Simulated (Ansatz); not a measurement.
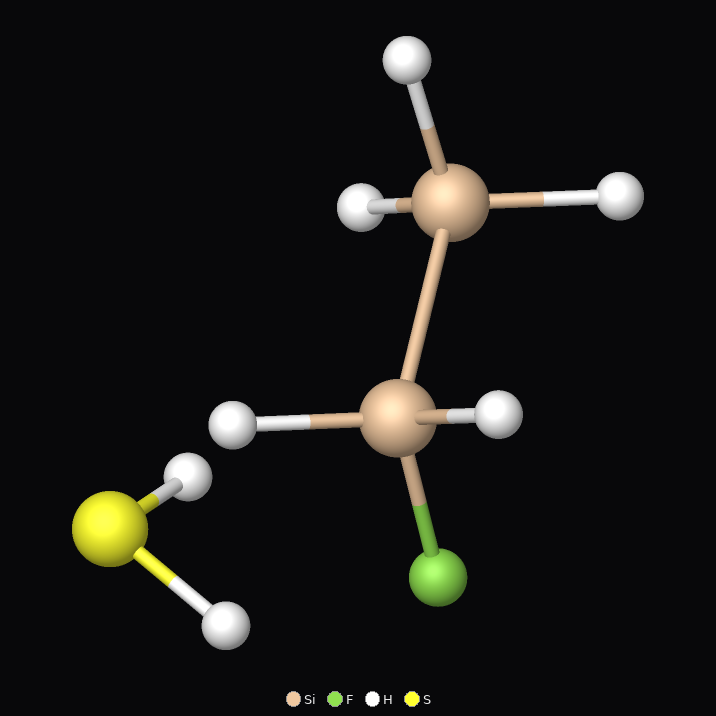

Sticks follow a distance rule. Harmonic vibrations computed with RKS PBE0-D4/def2-TZVP (Ansatz 0.2.0) at a stationary point of the same level.

Minimum or transition state?

Answer. A minimum: no imaginary frequency, and the lowest mode lies at 42 cm⁻¹.

List the wavenumbers.

Answer. 27 modes: 42, 54, 66, 68, 99, 120, 166, 199, 365, 411, 515, 610, 734, 836, 843, 903, 931, 940, 953, 1211, 2211, 2221, 2225, 2238, 2245, 2723, 2738 cm⁻¹.
